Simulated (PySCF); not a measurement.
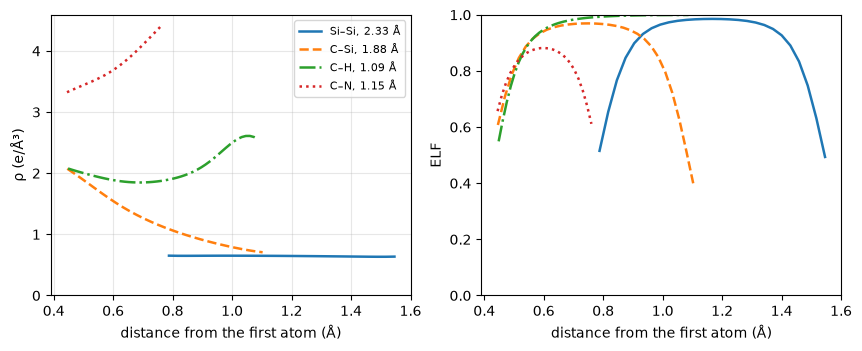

C₂H₉NSi₃. Electron density and ELF along straight lines between neighbouring atoms. The curves leave out the atomic cores.

Geometry: GFN2-xTB.

Theory: PBE0/pcSseg-1, SCF density, gas phase, non-relativistic in PySCF.

```xyz
15

C     0.2755    1.8216   -0.5606
Si   -0.0399   -0.0314   -0.1955
Si   -1.9747   -0.3019    1.0810
Si    1.9423   -1.0992    0.4188
C    -0.4636   -0.7056   -1.8951
N    -0.7267   -1.1495   -2.9200
H    -0.6034    2.3037   -0.9807
H     1.0906    1.9591   -1.2663
H     0.5374    2.3533    0.3506
H    -2.2935   -1.7214    1.2421
H    -1.7642    0.2539    2.4223
H    -3.1551    0.3611    0.5236
H     3.0461   -0.8998   -0.5223
H     1.7310   -2.5407    0.5598
H     2.3936   -0.5951    1.7205
```

Question: Compare the contacts.

Answer: Si–Si (2.33 Å): the density is about 0.65 e/Å³ at the midpoint; the ELF peaks at about 1 between the atoms; a shared electron pair.
C–Si (1.88 Å): the density is about 0.86 e/Å³ at the midpoint; the ELF peaks at about 0.95 between the atoms (a covalent bond).
C–H (1.09 Å): ρ is about 1.9 e/Å³ halfway; the ELF climbs to about 1 towards the hydrogen, as it does in any bond to H; an ordinary covalent bond to hydrogen.
C–N (1.15 Å): ρ is about 3.6 e/Å³ halfway; the ELF peaks at about 0.90 between the atoms: a multiple bond.
